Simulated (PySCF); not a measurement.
**EPR calculation, with input and output: C₄H₇FOSi (charge +1)**

The run: EPR calculation of C₄H₇FOSi, charge +1, multiplicity 2. Method and program: UKS B3LYP, pcH-1 on C F H O Si, non-relativistic, mean-field spin-orbit, GIAO (PySCF 2.14.0).

It belongs to a series of runs on one base structure; here: electron removed.

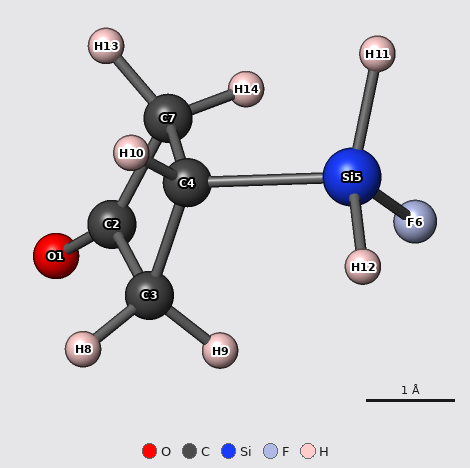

Figure 1. The structure as given in the input (ball-and-stick view, seen at a tilt; atoms are numbered from 1 in the order of the input).

## Input file
```
{"job": {"kind": "epr", "basis": "pcH-1"}, "charge": 1, "multiplicity": 2}
O     -2.576577    -1.444837     0.318183
C     -1.612285    -0.778616     0.303539
C     -0.144732    -1.160923     0.743775
C      0.218115     0.292757     0.676406
Si     1.764141     0.749313    -0.493458
F      1.294385    -0.008813    -1.818731
C     -1.153653     0.611579     0.036891
H     -0.030221    -1.711809     1.676454
H      0.203006    -1.769581    -0.094921
H      0.380659     0.758326     1.644937
H      1.648634     2.175842    -0.723177
H      2.911859     0.055711     0.053090
H     -1.752192     1.334943     0.596551
H     -1.151818     0.895634    -1.016376
```

The first line tells a small driver script what to run in PySCF; the rest is the geometry in Å.

Machine: 1 CPU thread, shared host.

Command:
```bash
OMP_NUM_THREADS=1 python <driver script> task.json out
```

## Log
```
UKS, coarse grid
  cycle   1  E = -620.73918164  |g| = 6.70e-01
  cycle   2  E = -619.89337138  |g| = 1.61e+00
  cycle   3  E = -620.87390813  |g| = 2.80e-01
  cycle   4  E = -620.90021516  |g| = 1.44e-01
  cycle   5  E = -620.90783773  |g| = 4.08e-02
  cycle   6  E = -620.90840672  |g| = 2.95e-02
  cycle   7  E = -620.90874168  |g| = 1.64e-02
  cycle   8  E = -620.90887277  |g| = 7.78e-03
  cycle   9  E = -620.90891333  |g| = 1.86e-03
  cycle  10  E = -620.90891860  |g| = 6.04e-04
UKS, final grid
  cycle   1  E = -620.90886469  |g| = 1.07e-03
  cycle   2  E = -620.90886088  |g| = 3.25e-03
  cycle   3  E = -620.90886531  |g| = 3.17e-04
  cycle   4  E = -620.90886535  |g| = 1.55e-04
  cycle   5  E = -620.90886538  |g| = 9.11e-05
  cycle   6  E = -620.90886538  |g| = 1.99e-05
E = -620.90886538 Eh   <S^2> = 0.7553 (exact 0.7500)
g shifts (ppm)      1          2          3
  rmc          -253       -253       -253
  gc             49         -6         20
  oz_so       -1419        924       3866
  total       -1622        666       3633
hyperfine (MHz)  atom isotope    a_iso     a_fc   dipolar eigenvalues
    0   17O     -29.65     -29.47   -147.18     67.59     79.59
    1   13C     -52.91     -52.85    -19.04     -1.22     20.26
    2   13C      46.42      46.42    -28.27    -26.75     55.02
    3   13C      -5.01      -5.01    -10.37     -8.62     18.99
    4  29Si       1.99       2.00    -15.51      7.40      8.11
    5   19F       2.38       1.88    -16.90    -15.86     32.76
    6   13C      97.11      97.13    -15.37    -13.33     28.70
    7    1H     -12.71     -12.72    -12.49     -2.28     14.77
    8    1H      50.43      50.42    -11.83     -2.30     14.13
    9    1H       8.97       8.98     -5.38     -3.07      8.45
   10    1H      35.77      35.77     -1.77      0.01      1.76
   11    1H       3.45       3.45     -1.71     -0.51      2.22
   12    1H      54.82      54.81     -6.46     -1.68      8.15
   13    1H      -9.05      -9.06     -5.97     -2.58      8.55
```

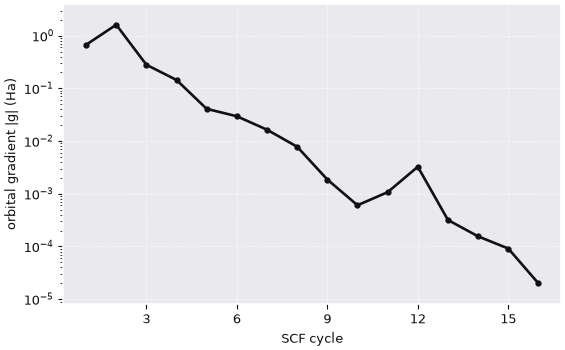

Figure 2. Convergence of the self-consistent field: orbital gradient |g| against the SCF cycle. All cycles printed in the log are drawn one after another.

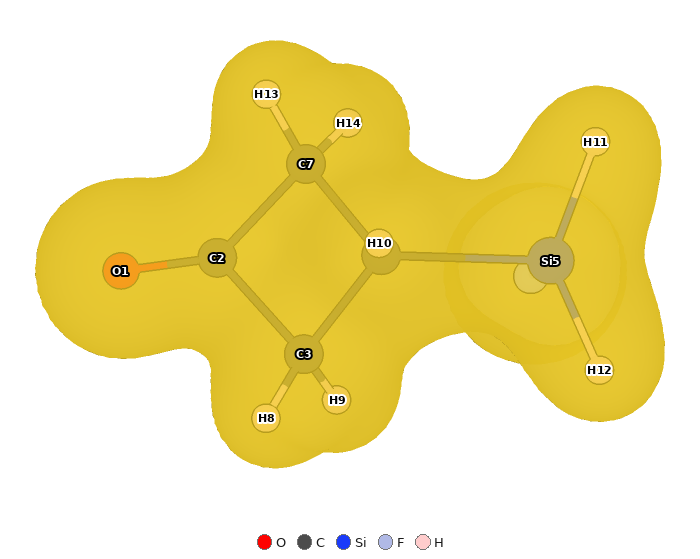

Figure 3. Isosurface of the total electron density at 0.2 e/Å³ (yellow), seen face on. At this value the surface is in one piece. On the grid the lowest density along these lines, outside the cores, is 2.9 e/Å³ (C–O, 1.17 Å), 1.6 e/Å³ (C–C, 1.49 Å), 0.86 e/Å³ (Si–F, 1.60 Å) and 0.67 e/Å³ (C–Si, 1.99 Å).

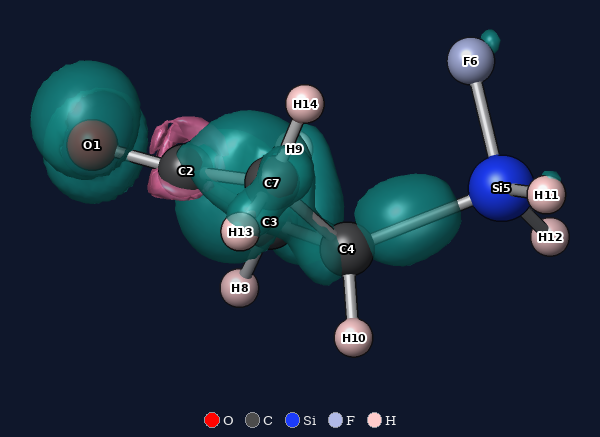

Figure 4. Isosurfaces of the spin density at +0.03 (teal) and −0.03 e/Å³ (pink), seen from the side. The unpaired spin (1 electron) lies mostly on O1 (about 0.4), C3 (about 0.2), C7 (about 0.1), C2 (about 0.1) and C4 (about 0.1), in electrons by Hirshfeld's partition.

## Summary

- outcome: converged
- total energy: −620.908865 hartree
- ⟨S²⟩: 0.755
- isotropic g: 2.0032
- wall time: 67 s
- peak memory: 1 GiB
